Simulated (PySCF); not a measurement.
Se(Br)(NH2), SMILES N[Se]Br, PBE0/def2-SVP optimised geometry. Atoms within 1.6 Å of the plane z = 0.0 Å (x, y, z in Å): Se1 (-0.95, -1.12, 0.00), Br2 (1.43, -1.12, 0.00), N3 (-1.43, 0.59, 0.00), H4 (-1.25, 1.12, -0.85), H5 (-1.25, 1.12, 0.85).

Computed with PBE0/def2-TZVP (PySCF). Cells within 0.4 Å of a nucleus heavier than hydrogen are left out (blank, or x).

Map of the log10 of the electron density (e/bohr³), floored at −4 on the plane z = 0.0 Å:

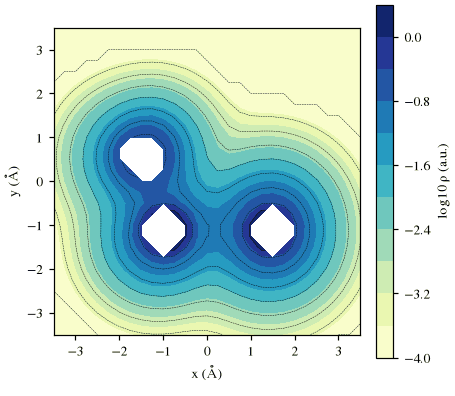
Log10 of the electron density (e/bohr³), floored at −4 on the plane z = 0.0 Å.
